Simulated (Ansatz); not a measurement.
**Frequency calculation, with input and output: WH₂F₄**

System: WH₂F₄.
Method: RKS PBE/def2-SVP (Ansatz 0.2.0).

It belongs to a series of runs on one base structure; here: vibrations at the highest image of the band.

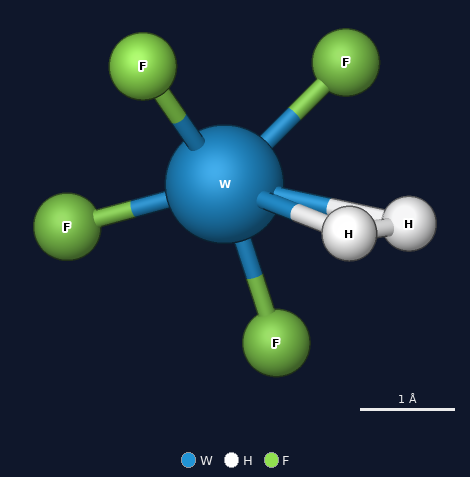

Fig. 1: The input geometry (ball-and-stick view, seen at a tilt). Sticks mark near contacts. Bond lengths as drawn: F–W 1.86 to 1.88 Å, H–H 0.81 Å and H–W 2.03 to 2.22 Å.

## The input
```yaml
crystal:
  periodic: [false, false, false]
  atoms:
    - { symbol: W, position_ang: [-0.309876, 0.047542, -0.075251] }
    - { symbol: H, position_ang: [1.323147, -0.041916, 1.122331] }
    - { symbol: H, position_ang: [1.756704, -0.458426, 0.575342] }
    - { symbol: F, position_ang: [-0.518005, 1.892227, 0.08237] }
    - { symbol: F, position_ang: [-2.169614, -0.064559, -0.015105] }
    - { symbol: F, position_ang: [-0.287079, -1.723469, 0.498572] }
    - { symbol: F, position_ang: [0.974424, 0.348601, -1.418559] }
basis:
  gaussian: { orbitals: def2-SVP }
hamiltonian:
  xc: pbe
phonons: {}
```

Launched with:
```bash
ansatz run input.yaml --threads 2 --pin off --max-ram 3072MiB --backend cpu --events-out ev --progress --plain --runs-dir out
```

## What the program printed
```
Engine: ansatz 0.2.0, aarch64-unknown-linux-gnu
Functional definition: PBE
  parameter kappa = 0.804
  parameter beta = 0.06672455060314922
  exchange = pbe_x(kappa = kappa, mu = beta*pi^2/3)
  correlation = pbe_c(beta = beta)
1015 factors; their error is unknown
mean field evaluation 1: about -12704.9230 eV, gradient 6.3e1 eV
mean field evaluation 2: about -12613.7912 eV, gradient 2.4e2 eV
mean field evaluation 4: about -12711.0154 eV, gradient 1.6e1 eV
mean field evaluation 8: about -12711.4869 eV, gradient 2.9e-1 eV
mean field evaluation 16: about -12711.4177 eV, gradient 3.4e-3 eV
mean field -12711.41770319 eV, -467.1359844840 hartree, gradient 3.9e-6 eV, S^2 0.000000; 0 other end points of the search recorded, 0 dependent functions left out
the calculation of the forces begins
reference -12711.41776956 eV, -467.1359869228 hartree; 26, 26 occupied and 72, 72 virtual orbitals, 1015 factors
these checks for a lower state are left out or cut short: stability, starts, cluster_reference, orbital_swaps, neighbouring_geometries, increment
1015 factors; their error is unknown
mean field evaluation 32: about -12711.4176 eV, gradient 1.7e-6 eV
mean field -12711.41759988 eV, -467.1359806874 hartree, gradient 1.7e-6 eV, S^2 0.000000; 0 other end points of the search recorded, 0 dependent functions left out
[... from here on the field's lines of each further geometry are left out, up to the last ...]
the calculation of the forces begins
reference -12711.41775336 eV, -467.1359863275 hartree; 26, 26 occupied and 72, 72 virtual orbitals, 1015 factors
these checks for a lower state are left out or cut short: stability, starts, cluster_reference, orbital_swaps, neighbouring_geometries, increment
1015 factors; their error is unknown
mean field -12711.41762479 eV, -467.1359816026 hartree, gradient 1.7e-6 eV, S^2 0.000000; 0 other end points of the search recorded, 0 dependent functions left out
the calculation of the forces begins
reference -12711.41769116 eV, -467.1359840417 hartree; 26, 26 occupied and 72, 72 virtual orbitals, 1015 factors
WARN: phonons: modes at or below zero, which the zero-point energy, F, S and C_V leave out: 1, the lowest at -347.78 cm⁻¹. A minimum has none, and a first-order saddle one
Total energy: -12711.41776956 eV, -467.1359869228 hartree
Atom 0 at    -0.309876     0.047542    -0.075251 Å, force     0.006575     0.005538     0.008194 eV/Å
Atom 1 at     1.323147    -0.041916     1.122331 Å, force     0.004142    -0.000878    -0.010175 eV/Å
Atom 2 at     1.756704    -0.458426     0.575342 Å, force    -0.001958    -0.004618    -0.007479 eV/Å
Atom 3 at    -0.518005     1.892227     0.082370 Å, force    -0.003188     0.008602    -0.005894 eV/Å
Atom 4 at    -2.169614    -0.064559    -0.015105 Å, force    -0.000386    -0.006919    -0.005698 eV/Å
Atom 5 at    -0.287079    -1.723469     0.498572 Å, force    -0.007379    -0.008425     0.008566 eV/Å
Atom 6 at     0.974424     0.348601    -1.418559 Å, force     0.002194     0.006700     0.012486 eV/Å
Dipole moment:     0.325444    -0.115244     0.158509 e Å
Vibrations: -347.78 122.05 136.17 218.94 240.08 316.02 402.10 507.60 638.55 666.96 697.08 710.01 721.41 1141.59 3508.50 cm⁻¹, zero-point energy 0.621598 eV
```

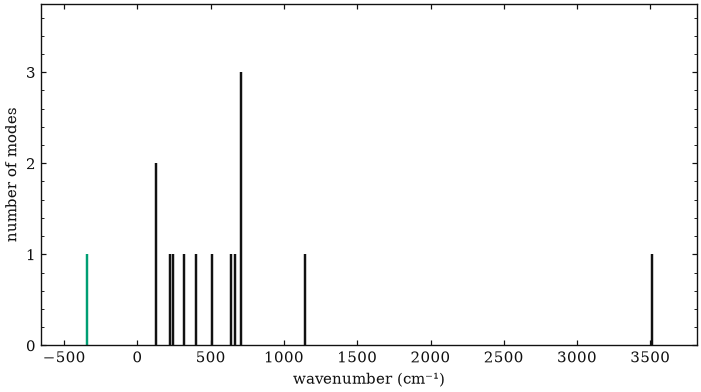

Fig. 2: Harmonic vibrational wavenumbers from the force constants; neighbouring modes closer than 18 cm⁻¹ are counted in one stick, and imaginary ones are drawn at negative wavenumbers. 15 modes from 348i to 3508 cm⁻¹, 1 imaginary beyond 8i (348i cm⁻¹): a first-order saddle point, if the geometry is stationary.

## Key numbers

| quantity | value |
| --- | --- |
| outcome | converged |
| total energy | −12711.4178 eV |
| mean-field energy | −12711.4178 eV |
| largest force (length of the vector) | 0.014 eV/Å |
| hardware | 2 threads of Arm Neoverse V2, 24 GiB of memory available, shared host |
| wall time | 50 s (CPU time 97 s) |
| peak memory | 0.13 GiB |
